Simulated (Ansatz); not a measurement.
**HF/3-21G run of [SiF5]− (SMILES F[Si-](F)(F)(F)F)**

Aim: the vertical ionisation energy of [SiF5]− at HF/3-21G, from 2 runs. 

Program for the calculation: Ansatz 0.2.0.

16 further runs of the same task are left out: 14 that didn't finish, 2 set aside as unsound or not needed. Runs told in other sessions of the task aren't counted.

## 1. The system as given

[SiF5]− has 6 atoms, charge -1, and is taken as a singlet. SMILES: `F[Si-](F)(F)(F)F`. The coordinates come from a PBE0-D4/def2-TZVPD relaxation.

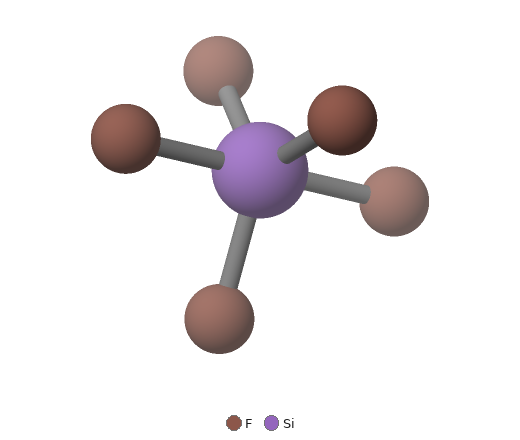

Viewed from a chosen angle; fluorine brown, silicon purple.

## 2. A single-point energy at HF/3-21G

Contents of input.yaml:

```yaml
crystal:
  periodic: [false, false, false]
  atoms:
    - symbol: F
      position_ang: [-0.716900, -1.106000, 1.023500]
    - symbol: Si
      position_ang: [-0.000000, -0.000000, -0.000000]
    - symbol: F
      position_ang: [-1.466700, 0.583500, -0.396400]
    - symbol: F
      position_ang: [0.651500, -1.218400, -0.860200]
    - symbol: F
      position_ang: [0.716500, 1.105800, -1.024000]
    - symbol: F
      position_ang: [0.815500, 0.635100, 1.257000]
basis:
  gaussian:
    orbitals: 3-21G.json
total_charge: -1
hamiltonian:
  xc: hf
accuracy: high
output: {orbitals: {seedname: orbitals}}
```

The basis set 3-21G is read from a file made from the Basis Set Exchange's data (not shown).

Started as:

```console
$ ansatz run input.yaml --threads 1 --pin off --max-ram 3480MiB --events-out events.jsonl --progress --plain --runs-dir runs
```

Output:

```text
Warning: RAYON_NUM_THREADS=1 ignored (pool sized by the plan → 1); use --threads N
Functional definition: HF
  name "HF"
  exchange = exact_x
  correlation = 0
1225 factors; integrals over basis functions are off by at most 5.0e-9 eV
mean field evaluation 1: about -21284.7486 eV, gradient 3.0e1 eV
mean field evaluation 2: about -21285.1019 eV, gradient 3.1e1 eV
mean field evaluation 4: about -21287.0149 eV, gradient 1.6e0 eV
mean field evaluation 8: about -21287.0347 eV, gradient 3.7e-2 eV
mean field evaluation 16: about -21287.0347 eV, gradient 1.8e-8 eV
mean field -21287.03474895 eV, -782.2840981535 hartree, gradient 1.8e-8 eV, S^2 0.000000; 0 other end points of the search recorded, 0 dependent functions left out
reference -21287.03474895 eV, -782.2840981535 hartree; 30, 30 occupied and 28, 28 virtual orbitals, 1225 factors
Total energy: -21287.03474895 eV, -782.2840981535 hartree
```

Run time: 0.76 s. Hardware: 1 thread of Arm Neoverse V1, shared host; peak memory 0.13 GiB.

## 3. Doublet neutral SiF5, same level

Contents of run.yaml:

```yaml
crystal:
  periodic: [false, false, false]
  atoms:
    - {symbol: F, position_ang: [-0.716900, -1.106000, 1.023500]}
    - {symbol: Si, position_ang: [-0.000000, -0.000000, -0.000000]}
    - {symbol: F, position_ang: [-1.466700, 0.583500, -0.396400]}
    - {symbol: F, position_ang: [0.651500, -1.218400, -0.860200]}
    - {symbol: F, position_ang: [0.716500, 1.105800, -1.024000]}
    - {symbol: F, position_ang: [0.815500, 0.635100, 1.257000]}
basis:
  gaussian: {orbitals: 3-21G.json}
accuracy: high
output: {orbitals: {seedname: orbitals}}
hamiltonian: {xc: hf}
magnetization: {spin_polarized: true, initial_magnetization: 1}
```

The basis set 3-21G is read from a file made from the Basis Set Exchange's data (not shown).

Started as:

```console
$ ansatz run run.yaml --threads 1 --pin off --max-ram 3480MiB --events-out events.jsonl --progress --plain --runs-dir runs
```

Output, shortened:

```text
Warning: RAYON_NUM_THREADS=1 ignored (pool sized by the plan → 1); use --threads N
[... 2 set-up lines as earlier in the session ...]
[...]
1223 factors; integrals over basis functions are off by at most 5.0e-9 eV
[...]
mean field -21279.73234932 eV, -782.0157399170 hartree, gradient 3.1e-8 eV, S^2 0.751703; 5 other end points of the search recorded, 0 dependent functions left out
reference -21279.73234932 eV, -782.0157399170 hartree; 30, 29 occupied and 28, 29 virtual orbitals, 1223 factors
Total energy: -21279.73234932 eV, -782.0157399170 hartree
```

It took 29 s on 1 thread of Arm Neoverse V1, shared host; peak memory 0.26 GiB.

## 4. What came out

Level: HF/3-21G.

```
                                                              quantity          value
                                         singlet [SiF5]−: total energy  -782.28410 Eh
                                          singlet [SiF5]−: HOMO energy       -9.71 eV
                                          singlet [SiF5]−: LUMO energy       12.68 eV
singlet [SiF5]−: HOMO–LUMO gap (to an unbound level, set by the basis)       22.39 eV
                                    doublet neutral SiF5: total energy  -782.01574 Eh
              doublet neutral SiF5: HOMO energy (highest over α and β)      -15.14 eV
               doublet neutral SiF5: LUMO energy (lowest over α and β)       -4.82 eV
                                            doublet neutral SiF5: ⟨S²⟩          0.752
                   vertical detachment energy (to the doublet neutral)       7.302 eV
```

**Reading.** Removing an electron at fixed nuclei costs 7.30 eV (168 kcal/mol). The negative HOMO energy of the first species, 9.71 eV, lies 2.41 eV above that difference.
